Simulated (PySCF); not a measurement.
# TaCl₃: relaxation and vibrations of the triplet

Where does triplet TaCl₃ go from a trigonal planar start, is the end point a minimum, and what are its modes, charges and moments?

The runs use PySCF 2.14.0; PBE0, basis Ta def2-TZVP with ECP60, Cl def2-TZVP, scalar-relativistic core potentials, no spin–orbit coupling, density fitting.

### Step 1. The starting structure

4 atoms, charge 0, spin multiplicity 3.

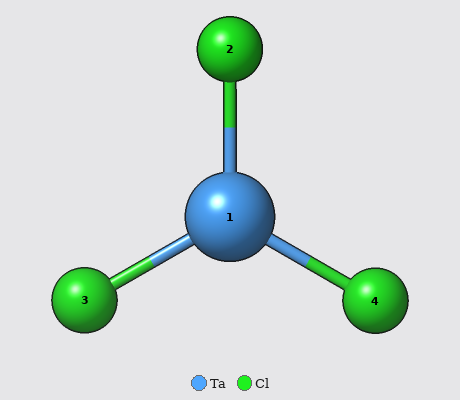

Start geometry, drawn with tantalum blue, chlorine green; atoms are numbered from 1 in the order of the file.

```xyz
4
charge 0 multiplicity 3
Ta    0.0000    0.0000    0.0000
Cl    2.4500    0.0000    0.0000
Cl   -1.2250    2.1218    0.0000
Cl   -1.2250   -2.1218    0.0000
```

### Step 2. The SCF at the typed geometry

The steps below are one call of a driver around PySCF. For each, scf.py gives the equivalent set-up of the SCF; relaxations use the driver's own optimiser. After this first run the driver tries any further starts and a stability analysis.

scf.py reads:

```python
from pyscf import gto, scf, dft
mol = gto.M(atom='''
Ta     0.000000     0.000000     0.000000
Cl     2.450000     0.000000     0.000000
Cl    -1.225000     2.121800     0.000000
Cl    -1.225000    -2.121800     0.000000''',
    basis={'Ta': 'def2-TZVP', 'Cl': 'def2-TZVP'},
    ecp={'Ta': 'def2-TZVP'},
    charge=0, spin=2)
mf = dft.UKS(mol, xc='PBE0')
mf.grids.atom_grid = (50, 194)
aux = {'Ta': 'def2-universal-JKFIT', 'Cl': 'def2-universal-JKFIT'}
mf = mf.density_fit(auxbasis=aux)
mf.conv_tol = 1e-08
mf.diis_space = 10
mf.max_cycle = 60
mf.init_guess = 'minao'
mf.verbose = 4
mf.kernel()
```

Started as:

```sh
OMP_NUM_THREADS=4 python axn.py task.json out
```

The program printed:

```text
init E= -1418.20126463386
[... the frontier-level lines of each cycle are left out ...]
cycle= 1 E= -1437.23088306381  delta_E=  -19  |g|= 0.409  |ddm|= 3.93
cycle= 2 E= -1437.11642061752  delta_E= 0.114  |g|= 0.556  |ddm|= 0.949
cycle= 3 E= -1437.31217397049  delta_E= -0.196  |g|= 0.131  |ddm|= 0.666
cycle= 4 E= -1437.32140802946  delta_E= -0.00923  |g|= 0.0341  |ddm|= 0.127
cycle= 5 E= -1437.32191392124  delta_E= -0.000506  |g|= 0.00656  |ddm|= 0.0338
cycle= 6 E= -1437.3219552627  delta_E= -4.13e-05  |g|= 0.00362  |ddm|= 0.0121
cycle= 7 E= -1437.32197015642  delta_E= -1.49e-05  |g|= 0.00153  |ddm|= 0.00709
cycle= 8 E= -1437.32197456932  delta_E= -4.41e-06  |g|= 0.000582  |ddm|= 0.00434
cycle= 9 E= -1437.32197550984  delta_E= -9.41e-07  |g|= 0.000127  |ddm|= 0.0026
cycle= 10 E= -1437.32197558771  delta_E= -7.79e-08  |g|= 3.51e-05  |ddm|= 0.000809
cycle= 11 E= -1437.32197559407  delta_E= -6.37e-09  |g|= 1.76e-05  |ddm|= 0.000226
Extra cycle  E= -1437.32197559408  delta_E= -5.23e-12  |g|= 2.69e-05  |ddm|= 4.79e-05
converged SCF energy = -1437.32197559408  <S^2> = 2.0100894  2S+1 = 3.0067188
```

This step, with its further starts and checks, ran for 26 s (4 threads of Arm Neoverse V1, shared host).

The starts that the driver tried:

| start | energy (Eh) |
| --- | --- |
| the minimal-basis guess | -1437.321976 |
| a thermally smeared density | -1437.321962 |
| a smeared PBE density | -1437.321962 |

No lower solution of this spin turned up from the other starts or in the test of internal stability.

### Step 3. Relaxation: trigonal planar start, triplet

The program finds D3h symmetry in the start, which this walk keeps. The walk stops when the largest gradient is under 0.0003 Eh/bohr and the energy has settled too.

Edit scf.py of step 2 so:

```diff
@@ -3,4 +3,4 @@
-Ta     0.000000     0.000000     0.000000
-Cl     2.450000     0.000000     0.000000
-Cl    -1.225000     2.121800     0.000000
-Cl    -1.225000    -2.121800     0.000000''',
+Ta     0.000000    -0.000000     0.000000
+Cl     2.450022     0.000000     0.000000
+Cl    -1.225011     2.121781     0.000000
+Cl    -1.225011    -2.121781     0.000000''',
@@ -17 +16,0 @@
-mf.init_guess = 'minao'
```

Energy and gradient, step by step:

| step | energy (Eh) | change (kJ/mol) | largest symmetric gradient (Eh/bohr) |
| --- | --- | --- | --- |
| 0 | -1437.321975 | 0.00 | 0.04490 |
| 1 | -1437.341941 | -52.42 | 0.02102 |
| 2 | -1437.345445 | -61.62 | 0.00815 |
| 3 | -1437.345907 | -62.83 | 0.00101 |
| 4 | -1437.345915 | -62.85 | 0.00004 |

The walk took 22 s.

Geometry (Å) and forces (eV/Å) at some steps, with the part that breaks the symmetry left in:

```
step 0
Ta   0.000   0.000   0.000   0.787   0.000   0.000
Cl   2.450   0.000   0.000  -2.616   0.000   0.000
Cl  -1.225   2.122   0.000   0.915  -1.960   0.000
Cl  -1.225  -2.122   0.000   0.915   1.960   0.000
step 1
Ta   0.000   0.000   0.000   0.925   0.000   0.000
Cl   2.346   0.000   0.000  -1.451   0.000   0.000
Cl  -1.173   2.032   0.000   0.263  -0.882   0.000
Cl  -1.173  -2.032   0.000   0.263   0.882   0.000
step 2
Ta   0.000   0.000   0.000   1.045   0.000   0.000
Cl   2.262   0.000   0.000  -0.005   0.000   0.000
Cl  -1.131   1.959   0.000  -0.520   0.428   0.000
Cl  -1.131  -1.959   0.000  -0.520  -0.428   0.000
step 3
Ta   0.000   0.000   0.000   1.008   0.000   0.000
Cl   2.285   0.000   0.000  -0.459   0.000   0.000
Cl  -1.143   1.979   0.000  -0.275   0.017   0.000
Cl  -1.143  -1.979   0.000  -0.275  -0.017   0.000
step 4
Ta   0.000   0.000   0.000   1.013   0.000   0.000
Cl   2.283   0.000   0.000  -0.411   0.000   0.000
Cl  -1.141   1.977   0.000  -0.301   0.060   0.000
Cl  -1.141  -1.977   0.000  -0.301  -0.060   0.000
```

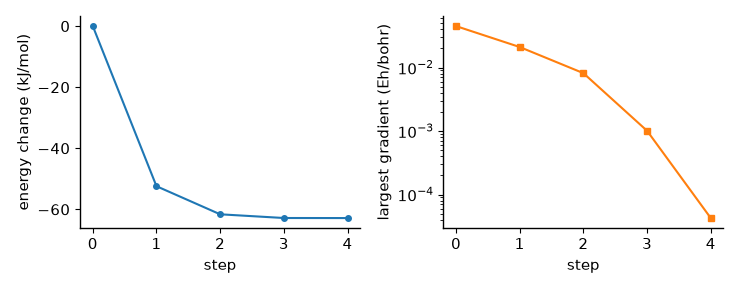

How energy and gradient fall.

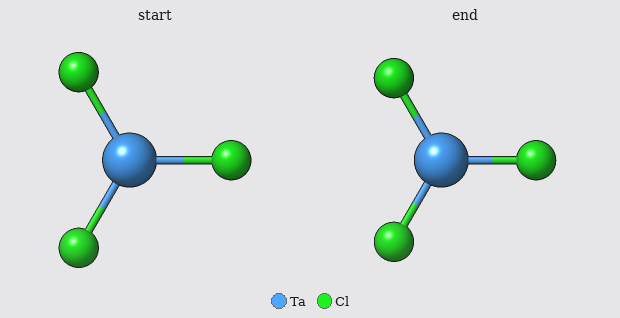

The geometry along the walk, at one scale.

It settles in D3h symmetry, 62.9 kJ/mol below the start, after 4 steps: Ta–Cl 2.283 Å (×3); Cl–Ta–Cl 120.0° (×3). A gradient of 0.0197 Eh/bohr that breaks the symmetry is left: this electronic state wants a lower symmetry.

### Step 4. Releasing the symmetry

The geometry is nudged along the force that breaks the symmetry.

The program finds C2v symmetry in the start, which may break.

Edit scf.py of step 3 so:

```diff
@@ -3,4 +3,4 @@
-Ta     0.000000    -0.000000     0.000000
-Cl     2.450022     0.000000     0.000000
-Cl    -1.225011     2.121781     0.000000
-Cl    -1.225011    -2.121781     0.000000''',
+Ta     0.027989     0.000000     0.000000
+Cl     2.228566     0.000000     0.000000
+Cl    -1.186697     1.981444     0.000000
+Cl    -1.186697    -1.981444    -0.000000''',
```

The optimiser's trace:

| step | energy (Eh) | change (kJ/mol) | largest gradient (Eh/bohr) |
| --- | --- | --- | --- |
| 0 | -1437.345248 | 0.00 | 0.02804 |
| 1 | -1437.347067 | -4.78 | 0.00580 |
| 2 | -1437.347629 | -6.25 | 0.00454 |
| 3 | -1437.347942 | -7.07 | 0.00657 |
| 4 | -1437.348103 | -7.50 | 0.00341 |
| 5 | -1437.348125 | -7.56 | 0.00093 |
| 6 | -1437.348127 | -7.56 | 0.00001 |

The walk took 33 s.

Positions (Å) and forces (eV/Å) along the way:

```
step 0
Ta   0.028   0.000   0.000  -1.442   0.000   0.000
Cl   2.229   0.000   0.000   1.180   0.000   0.000
Cl  -1.187   1.981   0.000   0.131  -0.450   0.000
Cl  -1.187  -1.981   0.000   0.131   0.450   0.000
step 1
Ta   0.020   0.000   0.000  -0.262   0.000   0.000
Cl   2.264   0.000   0.000   0.298   0.000   0.000
Cl  -1.201   1.954   0.000  -0.018  -0.227   0.000
Cl  -1.201  -1.954   0.000  -0.018   0.227   0.000
step 3
Ta   0.048   0.000   0.000   0.338   0.000   0.000
Cl   2.323   0.000   0.000  -0.165   0.000   0.000
Cl  -1.244   1.887   0.000  -0.086   0.010   0.000
Cl  -1.244  -1.887   0.000  -0.086  -0.010   0.000
step 6
Ta   0.075   0.000   0.000   0.000   0.000   0.000
Cl   2.344   0.000   0.000  -0.001   0.000   0.000
Cl  -1.268   1.853   0.000   0.000   0.000   0.000
Cl  -1.268  -1.853   0.000   0.000   0.000   0.000
```

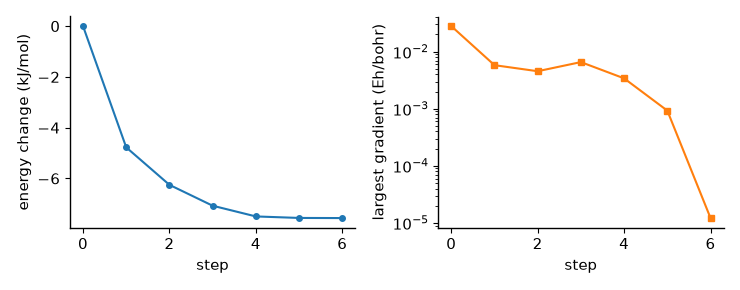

Energy and largest gradient along the walk.

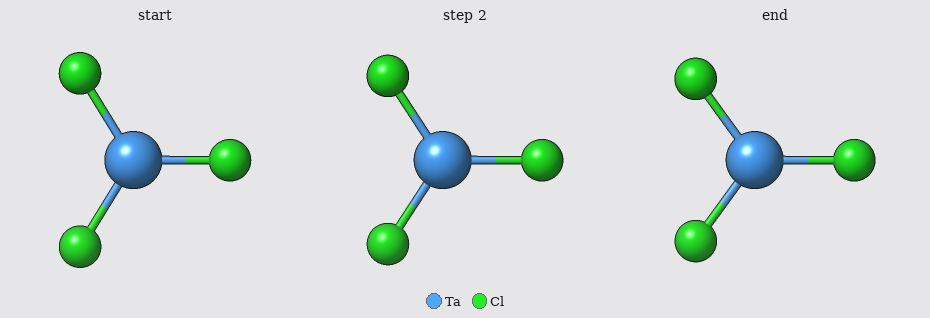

The geometry along the walk, at one scale.

After 6 steps and 7.6 kJ/mol it ends at C2v: Ta–Cl 2.269 Å, Ta–Cl 2.289 Å (×2); Cl–Ta–Cl 108.1°, Cl–Ta–Cl 125.9° (×2).

### Step 5. Vibrations and properties at this point

On the finer grid the gradient is checked again; gradients at displacements of ±0.02 bohr then give force constants and infrared intensities.

Edit scf.py of step 4 so:

```diff
@@ -3,4 +3,4 @@
-Ta     0.027989     0.000000     0.000000
-Cl     2.228566     0.000000     0.000000
-Cl    -1.186697     1.981444     0.000000
-Cl    -1.186697    -1.981444    -0.000000''',
+Ta     0.047191    -0.000000    -0.000000
+Cl     2.315422    -0.000000    -0.000000
+Cl    -1.287987     1.859614     0.000000
+Cl    -1.287987    -1.859614     0.000000''',
@@ -11 +11 @@
-mf.grids.atom_grid = (50, 194)
+mf.grids.atom_grid = (75, 302)
@@ -14 +14 @@
-mf.conv_tol = 1e-08
+mf.conv_tol = 1e-10
```

This SCF starts from the last density.

Log of the central SCF (cycles and frontier levels):

```text
init E= -1437.34836222113
[... the frontier-level lines of each cycle are left out ...]
cycle= 1 E= -1437.34836222113  delta_E= 7.28e-12  |g|= 5.33e-06  |ddm|= 6.72e-06
Extra cycle  E= -1437.34836222108  delta_E= 5e-11  |g|= 1.08e-05  |ddm|= 1.36e-05
converged SCF energy = -1437.34836222108  <S^2> = 2.0076015  2S+1 = 3.0050634
```

The whole step took 1.9 min.

Geometry: C2v; Ta–Cl 2.268 Å, Ta–Cl 2.289 Å (×2); Cl–Ta–Cl 108.6°, Cl–Ta–Cl 125.7° (×2).

Modes, for the most abundant isotopes:

```csv
symmetry,ω (cm⁻¹),IR (km/mol),type
b2,28,11.3,bend
b1,69,2.4,bend
a1,102,0.3,bend
b2,363,138,stretch
a1,389,1.1,stretch
a1,416,96.0,stretch
```

No imaginary mode, so this is a minimum.

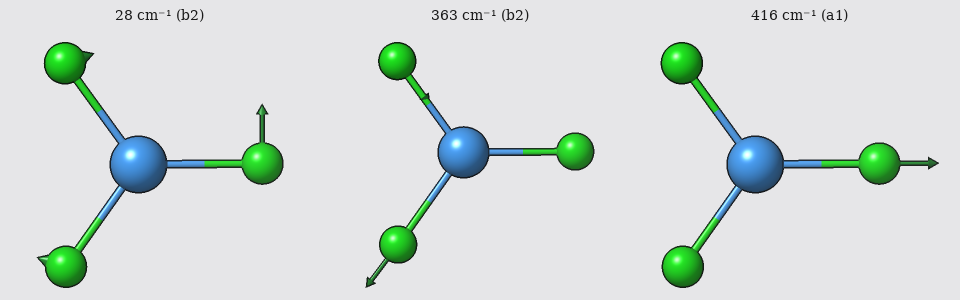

Displacements of 3 of the modes, as arrows (one member where a mode is degenerate).

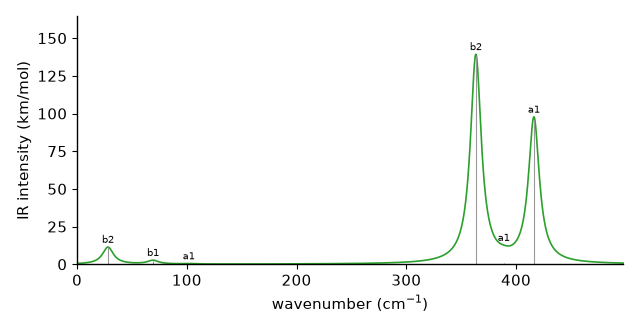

The harmonic infrared spectrum (widths in cm⁻¹). Lines are broadened to a width of 12 cm⁻¹ (Lorentzian).

Constants and moments:

- Dipole moment: 1.02 D
- Highest occupied level: -5.81 eV
- Lowest empty level: -3.11 eV
- Rotational constants: 0.0697, 0.05547, 0.03089 cm⁻¹
- Zero-point energy: 8.2 kJ/mol
- Principal polarisabilities: 61.4, 85.6, 93.3 bohr³
- Atomisation energy without zero-point energy: 1401 kJ/mol
- Principal traceless quadrupole moments about the centre of mass: -2.45, -1.46, 3.91 D Å
- Entropy at 298.15 K and 1 bar (electronic part: spin only): 373.4 J/(mol K)
- Heat capacity Cp at 298.15 K: 76.7 J/(mol K)
- Enthalpy at 298.15 K above 0 K: 18.76 kJ/mol
- Rotational symmetry number: 2
- Spin squared ⟨S²⟩: 2.008

Charges (e) and bond orders:

```json
{"atom": "Ta1", "Mulliken": "0.93", "Löwdin": "-0.19", "polar tensor": "1.82", "spin (Mulliken)": "2.05", "Mayer order to Ta1": "–"}
{"atom": "Cl2", "Mulliken": "-0.30", "Löwdin": "0.09", "polar tensor": "-0.57", "spin (Mulliken)": "-0.05", "Mayer order to Ta1": "1.19"}
{"atom": "Cl3,4", "Mulliken": "-0.32", "Löwdin": "0.05", "polar tensor": "-0.62", "spin (Mulliken)": "0.00", "Mayer order to Ta1": "1.15"}
```

Mulliken populations on Ta1 (outside its core potential): s 2.62, p 6.30, d 3.07, f 0.08.

### Step 6. What came out

```
                                          quantity                                                                     value
                                           minimum                                                              triplet, C2v
                                          geometry  Ta–Cl 2.268 Å, Ta–Cl 2.289 Å (×2); Cl–Ta–Cl 108.6°, Cl–Ta–Cl 125.7° (×2)
                                wavenumbers (cm⁻¹)                  28 (b2), 69 (b1), 102 (a1), 363 (b2), 389 (a1), 416 (a1)
                                     dipole moment                                                                    1.02 D
highest occupied, lowest empty level (either spin)                                                           -5.81, -3.11 eV
                        polar-tensor charge of Ta1                                                                   +1.82 e
                                 zero-point energy                                                                8.2 kJ/mol
                               entropy at 298.15 K                                                           373.4 J/(mol K)
         atomisation energy (no zero-point energy)                                                               1401 kJ/mol
                                              ⟨S²⟩                                                                     2.008
```

In words: From D3h at the start the molecule goes to a C2v minimum. In the infrared the band at 363 cm⁻¹ (b2, stretch) leads. Most of the spin sits on Ta1 (Mulliken spin 2.05, against 2 for the whole molecule). Only this shape and spin were tried, so other structures or states may lie lower. One determinant may miss the lowest occupation of an open d or f shell. Spin–orbit coupling, left out here, can matter for elements this heavy.

The search up to here ran for 3.3 min (4 threads of Arm Neoverse V1, shared host).
